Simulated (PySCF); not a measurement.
# C2H10ClGe2P: what the fields show

```yaml
atoms:
  - { symbol: C, position_ang: [-1.0063, -1.6896, 0.6440] }
  - { symbol: C, position_ang: [-0.4149, -0.6909, -0.3394] }
  - { symbol: Ge, position_ang: [-1.6135, 0.8462, -0.6162] }
  - { symbol: Ge, position_ang: [1.4075, -0.0830, 0.2566] }
  - { symbol: P, position_ang: [2.4994, 1.3921, -1.1750] }
  - { symbol: Cl, position_ang: [1.2297, 0.7141, 2.2235] }
  - { symbol: H, position_ang: [-1.9634, -2.0659, 0.2789] }
  - { symbol: H, position_ang: [-0.3362, -2.5378, 0.7934] }
  - { symbol: H, position_ang: [-1.1760, -1.2165, 1.6108] }
  - { symbol: H, position_ang: [-0.2606, -1.1774, -1.3063] }
  - { symbol: H, position_ang: [-1.0866, 1.7760, -1.6654] }
  - { symbol: H, position_ang: [-2.9638, 0.3650, -1.0565] }
  - { symbol: H, position_ang: [-1.8025, 1.6274, 0.6426] }
  - { symbol: H, position_ang: [2.2584, -1.3600, 0.4616] }
  - { symbol: H, position_ang: [1.7339, 2.4657, -0.7391] }
  - { symbol: H, position_ang: [3.4873, 1.6434, -0.2298] }
```

Geometry: GFN2-xTB.

Theory: CAM-B3LYP/def2-SVPD, SCF density, gas phase (PySCF).

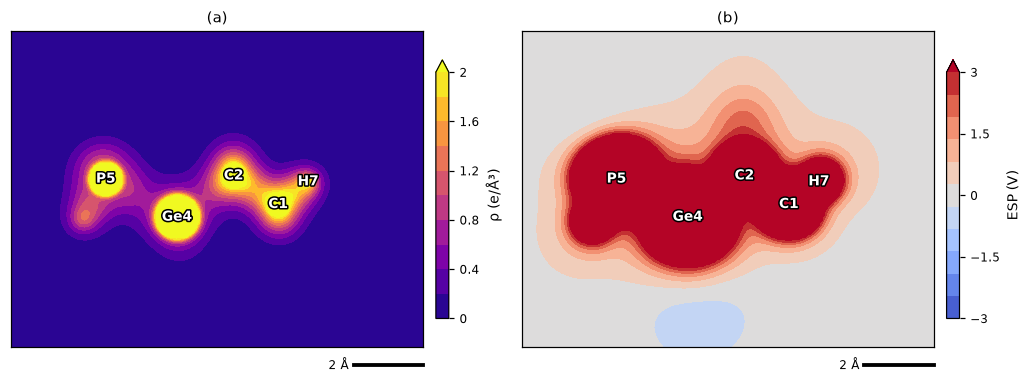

Figure 1. (a) total electron density; (b) electrostatic potential on the plane of atoms C2, Ge4 and P5.

Q: What does the map show?

A: Atoms in the plane: C, Ge, P and H.
C–C (1.52 Å): ρ at the midpoint is about 1.6 e/Å³.
Ge–P (2.33 Å): the density is about 0.66 e/Å³ at the midpoint.
C–H (1.09 Å): the density is about 1.9 e/Å³ at the midpoint.
C–Ge (2.01 Å): ρ is about 0.82 e/Å³ halfway.
Outside the dense part of the molecule the potential is most negative (−0.4 V) near Cl6, which lies off the plane.

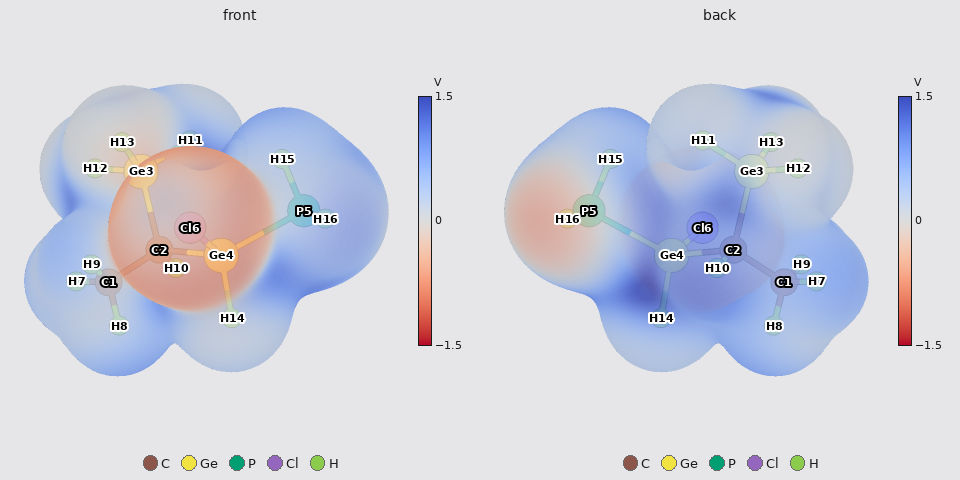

Figure 2. The electrostatic potential painted on the density surface at 0.002 e/bohr³, seen from the front and from behind; red is negative and blue positive.

Q: Which sites attract a positive test charge, and which a negative one?

A: A positive charge is drawn to the negative regions and a negative charge to the positive ones. The most negative region (about −0.7 V) lies over Cl6, the most positive (about +1.4 V) over Ge3 and Ge4.
